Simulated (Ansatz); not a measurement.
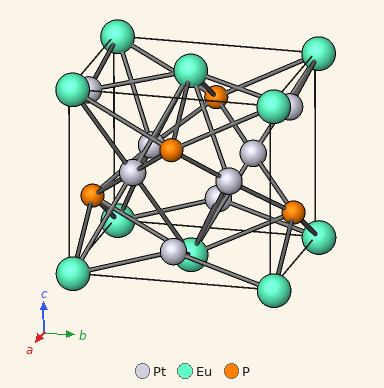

A ball-and-stick rendering, viewed slightly off an axis. The simulation cell is outlined; an atom on or near a face, edge or corner is repeated at each equivalent position.

```
CELL_PARAMETERS angstrom
5.94177 0.05346 0.02533
0.05346 5.68014 -0.07298
0.02390 -0.06887 5.23951
ATOMIC_POSITIONS crystal
Pt 0.98325 0.51456 0.15817
Pt 0.50672 0.98674 0.85090
Pt 0.24581 0.24137 0.49997
Pt 0.24247 0.74627 0.49960
Pt 0.74865 0.73889 0.49385
Pt 0.75140 0.26017 0.49737
Eu 0.99162 0.01649 0.99429
Eu 0.50395 0.49490 0.00056
P 0.99970 0.50860 0.71352
P 0.49562 0.00329 0.27475
```

Computed with DFT, PAW plane waves, PBE in Ansatz. Settings: a 420 eV plane-wave basis, k-mesh 3×3×4, Methfessel-Paxton smearing of 0.17 eV, collinear spins.

Where do the moments sit, and how are they aligned?

In the lowest state found: ferromagnetic (within this cell). Site moments: 2 Eu +6.6 μB. The net spin moment of the whole cell is 13.1 μB.

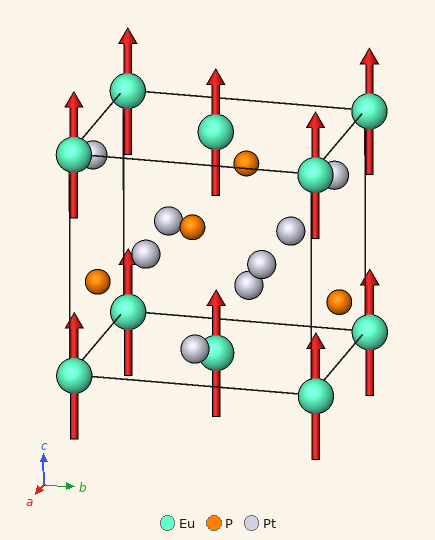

Arrows are the site magnetic moments above 0.25 μB (those induced on non-metal atoms are left out); longer means larger, and red and blue are up and down (without spin-orbit coupling the axis itself is arbitrary).

Note that this is a known structure type with the cell strained and the atoms shaken on purpose, and that it hasn't been relaxed. It went into a calculation with Ansatz.

At this level of theory the cell isn't at rest (compressed, at 9 GPa and forces up to 3.1 eV/Å), so its distances can differ from those at equilibrium, the more so the softer the solid, and its magnetic state may change on relaxation.
